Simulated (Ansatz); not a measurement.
# CH6GeO (SMILES C[O][GeH3]): the vertical ionisation energy, rung by rung

CH6GeO: 9 atoms, total charge 0, spin state singlet. SMILES: `C[O][GeH3]`. The coordinates come from a PBE0-D4/def2-TZVP relaxation.

```xyz
9

C    -0.4616    0.9395   -0.8796
O    -0.6573   -0.3836   -0.4473
Ge    0.4095   -1.0044    0.8343
H    -1.1944    1.1526   -1.6615
H     0.5409    1.0945   -1.3015
H    -0.6077    1.6668   -0.0692
H     1.8702   -0.9390    0.3451
H    -0.0541   -2.4440    1.0703
H     0.2429   -0.1286    2.0922
```

Each level gives the vertical ionisation energy (to the doublet cation) (eV). The values are calculated.

```tsv
level	kind	program	value (eV)	less CCSD(T)/cc-pVDZ	CPU time (all runs)
HF/cc-pVDZ	Hartree–Fock	Ansatz	8.96	-0.99	8.8 s
SVWN5/cc-pVDZ	LDA	Ansatz	9.69	-0.26	11 s
revPBE/cc-pVDZ	GGA	Ansatz	9.55	-0.40	18 s
B3LYP/cc-pVDZ	global hybrid	Ansatz	9.86	-0.09	22 s
BHLYP/cc-pVDZ	global hybrid	Ansatz	9.89	-0.06	22 s
CAM-B3LYP/cc-pVDZ	range-separated hybrid	Ansatz	9.98	+0.03	24 s
RPA@PBE/cc-pVDZ	RPA	Ansatz	9.96	+0.01	31 s
MP2/cc-pVDZ	perturbation theory	Ansatz	10.34	+0.39	8.5 s
CCSD(T)/cc-pVDZ	coupled cluster or CI	Ansatz	9.95	0.00	89 s
```

Differences are taken from CCSD(T)/cc-pVDZ for orientation; it has basis-set and higher-order errors of its own. All-electron rows without a relativistic Hamiltonian named are non-relativistic. The values span 8.96 to 10.34 eV. In the correlated wave-function rows the outer d shell of Ge is correlated, in sets not made for it. CPU times are rough (shared hosts, several kinds of processor and program).

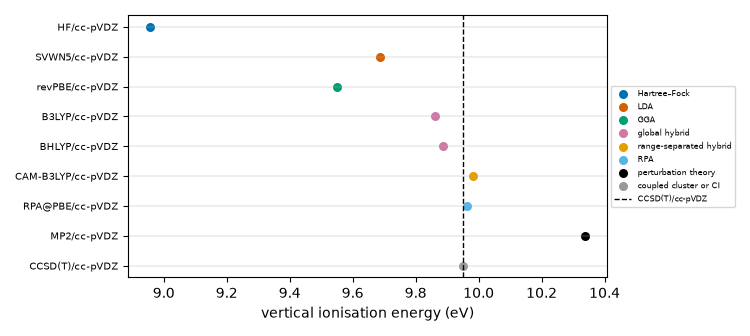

The values of the table, level by level.
